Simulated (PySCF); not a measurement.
Input

```
{"job": {"kind": "nmr", "xc": "PBE0", "basis": "pcSseg-1"}, "charge": 0, "multiplicity": 1}
C      3.693764     0.316846    -0.312816
O      2.385622    -0.007299     0.025514
Si     1.059198     0.711921    -0.542186
O     -0.040880    -0.100258     0.307057
C     -1.425587     0.035318     0.198624
C     -2.083667    -0.694493     1.371790
C     -1.910448    -0.564656    -1.089442
N     -2.863606    -0.050866    -1.717723
H      3.847126     0.252833    -1.392892
H      3.937923     1.332756     0.007419
H      4.359638    -0.387293     0.187240
H      0.921213     0.530455    -1.992534
H      1.023700     2.146950    -0.242683
H     -1.708130     1.095015     0.217782
H     -1.822048    -1.749329     1.341383
H     -1.721746    -0.273414     2.305421
H     -3.162619    -0.584408     1.315907
H     -1.355936    -1.466036    -1.381099
H     -3.143323    -0.534791    -2.568732
```

Run with:

```sh
OMP_NUM_THREADS=1 python probes_run.py task.json out
```

Geometry: GFN2-xTB.

Method: PySCF 2.14.0, PBE0/pcSseg-1, SCF density, gas phase, non-relativistic.

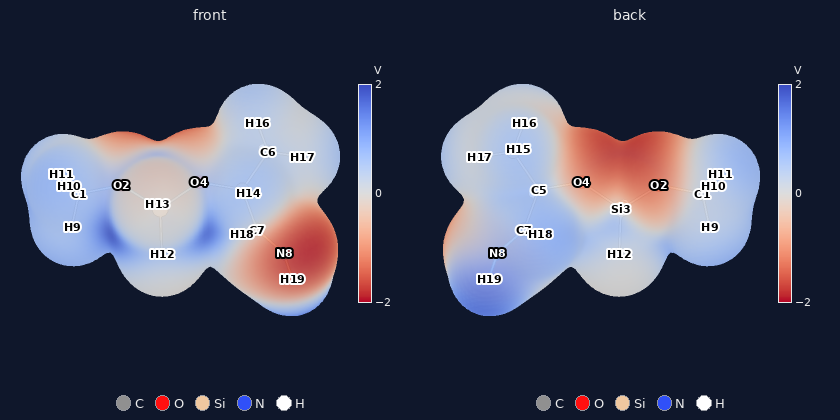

C4H11NO2Si. The molecular electrostatic potential painted on the density surface at 0.002 e/bohr³, seen from the front and from behind; the colour scale runs from red (negative) to blue (positive).

Where is the surface potential most negative and most positive?

The most negative region (about −1.8 V, or −42 kcal/mol for a unit charge) lies over O2 and N8, the most positive (about +1.6 V, or +37 kcal/mol for a unit charge) over Si3 and H19.

What dipole moment does the calculation give?

Its dipole moment is 1.51 D.
